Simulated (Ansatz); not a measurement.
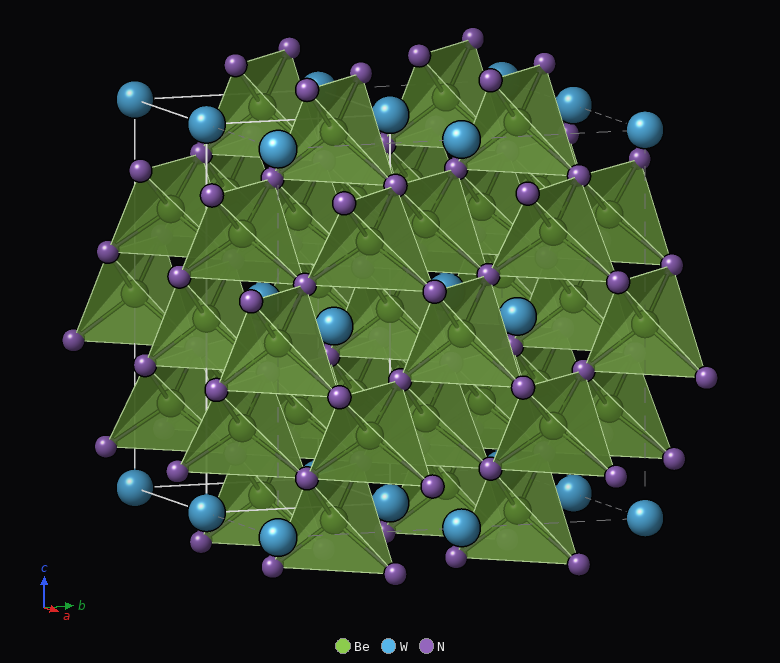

Polyhedra are drawn about Be (bonds: Be–N below 2 Å); other atoms are plain spheres.

Be3WN4 (space group I-42m, No. 121): the input geometry of an electronic-structure calculation (not necessarily at equilibrium); the starting structure was generated, so it need not be a known form of this composition.

What figure surrounds each Be atom, and what does it share with the other drawn polyhedra?

Answer. Be(2b): BeN4 tetrahedron, sharing corners with eight neighbours; Be(4d): BeN4 tetrahedron, sharing corners with eight neighbours.

What is the connectivity of the polyhedra: isolated, groups, chains, layers or framework?

Answer. They form a three-dimensional framework of corner-sharing tetrahedra.

How far apart are the centres of linked polyhedra?

Answer. Centre to centre across a shared corner: 2.94 to 2.95 Å.
